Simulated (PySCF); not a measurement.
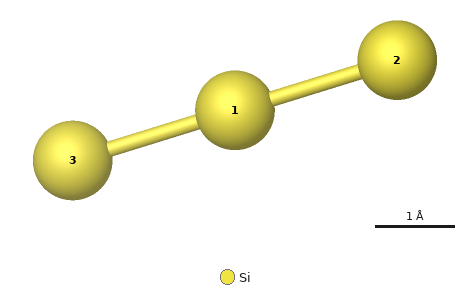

Fig. 1: The input geometry (ball-and-stick view, seen at an oblique angle; atoms are numbered from 1 in the order of the input). Bond lengths as drawn: Si–Si 2.20 Å.

## Single-point calculation, with input and output: Si$_{3}$ (charge +1)

System: Si$_{3}$, charge +1, multiplicity 4.
Method: UKS-based PBE0, Si def2-TZVP; non-relativistic Hamiltonian; density fitting (PySCF 2.14.0).

The input:
```python
from pyscf import gto, scf, dft
mol = gto.M(atom='''
Si     0.000000     0.000000     0.000000
Si     0.000000     0.000000     2.204000
Si     0.000000     0.000000    -2.204000''',
    basis={'Si': 'def2-TZVP'},
    charge=1, spin=3)
mf = dft.UKS(mol, xc='PBE0')
mf.grids.atom_grid = (50, 194)
aux = {'Si': 'def2-universal-JKFIT'}
mf = mf.density_fit(auxbasis=aux)
mf.conv_tol = 1e-08
mf.diis_space = 10
mf.max_cycle = 60
mf.init_guess = 'minao'
mf.verbose = 4
mf.kernel()
```

The script is an equivalent of the set-up of the self-consistent field. The run itself was carried out by a driver, which started from the orbitals of the step before it where there was one and computed the further properties.

Machine: 4 threads of Arm Neoverse V1, 24 GiB of memory available, shared host.

Run as:
```bash
OMP_NUM_THREADS=4 python axn.py task.json out
```

What the program printed:
```
init E= -868.057907341736
  beta  nocc = 19  HOMO = -0.221262754390314  LUMO = -0.216809916704482
cycle= 1 E= -867.641719881902  delta_E= 0.416  |g|= 0.18  |ddm|= 1.21
  alpha nocc = 22  HOMO = -0.427616296208953  LUMO = -0.313137090964997
  beta  nocc = 19  HOMO = -0.465128033516429  LUMO = -0.406603008811247
  HOMO = -0.427616296209  LUMO = -0.406603008811  gap/eV = 0.57180
cycle= 2 E= -867.66030970414  delta_E= -0.0186  |g|= 0.133  |ddm|= 0.59
  alpha nocc = 22  HOMO = -0.402802240117957  LUMO = -0.287106392080089
  beta  nocc = 19  HOMO = -0.441384209416528  LUMO = -0.359625402014714
  HOMO = -0.402802240118  LUMO = -0.359625402015  gap/eV = 1.17490
cycle= 3 E= -867.671076462802  delta_E= -0.0108  |g|= 0.0354  |ddm|= 0.235
  alpha nocc = 22  HOMO = -0.398849935960877  LUMO = -0.279120456448409
  beta  nocc = 19  HOMO = -0.436961638737406  LUMO = -0.358441580326744
  HOMO = -0.398849935961  LUMO = -0.358441580327  gap/eV = 1.09957
cycle= 4 E= -867.671997639759  delta_E= -0.000921  |g|= 0.0125  |ddm|= 0.0635
  alpha nocc = 22  HOMO = -0.397962139736567  LUMO = -0.276647185919929
  beta  nocc = 19  HOMO = -0.436249324225654  LUMO = -0.354399353620835
  HOMO = -0.397962139737  LUMO = -0.354399353621  gap/eV = 1.18540
cycle= 5 E= -867.672149023951  delta_E= -0.000151  |g|= 0.00216  |ddm|= 0.0252
  alpha nocc = 22  HOMO = -0.398842615555875  LUMO = -0.276957839057435
  beta  nocc = 19  HOMO = -0.437457056645105  LUMO = -0.354736069440742
  HOMO = -0.398842615556  LUMO = -0.354736069441  gap/eV = 1.20020
cycle= 6 E= -867.672160953504  delta_E= -1.19e-05  |g|= 0.00048  |ddm|= 0.00818
  alpha nocc = 22  HOMO = -0.398858356085096  LUMO = -0.276869253759758
  beta  nocc = 19  HOMO = -0.437523723151985  LUMO = -0.354681252267641
  HOMO = -0.398858356085  LUMO = -0.354681252268  gap/eV = 1.20212
cycle= 7 E= -867.672161559797  delta_E= -6.06e-07  |g|= 0.000145  |ddm|= 0.00215
  alpha nocc = 22  HOMO = -0.39886135301197  LUMO = -0.276873563376679
  beta  nocc = 19  HOMO = -0.437535800059958  LUMO = -0.354649182700483
  HOMO = -0.398861353012  LUMO = -0.3546491827  gap/eV = 1.20307
cycle= 8 E= -867.672161590842  delta_E= -3.1e-08  |g|= 3.33e-05  |ddm|= 0.000405
  alpha nocc = 22  HOMO = -0.398860889364656  LUMO = -0.276872348162742
  beta  nocc = 19  HOMO = -0.437537058292461  LUMO = -0.354651645018082
  HOMO = -0.398860889365  LUMO = -0.354651645018  gap/eV = 1.20299
cycle= 9 E= -867.672161592483  delta_E= -1.64e-09  |g|= 4.67e-06  |ddm|= 9e-05
  alpha nocc = 22  HOMO = -0.398860149316041  LUMO = -0.276871063244835
  beta  nocc = 19  HOMO = -0.437535879724008  LUMO = -0.354651005553935
  HOMO = -0.398860149316  LUMO = -0.354651005554  gap/eV = 1.20299
```

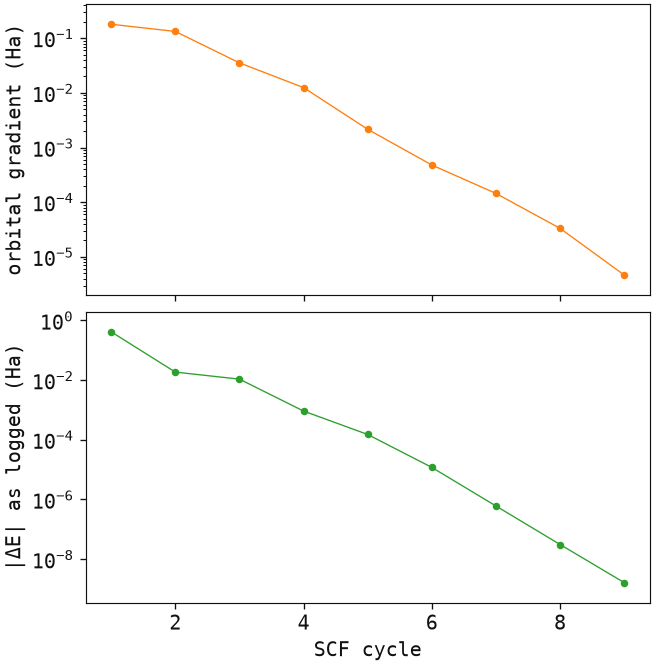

Fig. 2: Convergence of the self-consistent field: orbital gradient and size of the energy change against the SCF cycle. The residual falls at every step.

```
Extra cycle  E= -867.672161592525  delta_E= -4.13e-11  |g|= 1.84e-06  |ddm|= 1.31e-05
converged SCF energy = -867.672161592525  <S^2> = 3.7691169  2S+1 = 4.0095471
```

Key numbers:

- outcome: converged
- SCF energy: −867.672162 hartree
- wall time: 8.3 s (CPU time 26 s)
- peak memory: 0.43 GiB
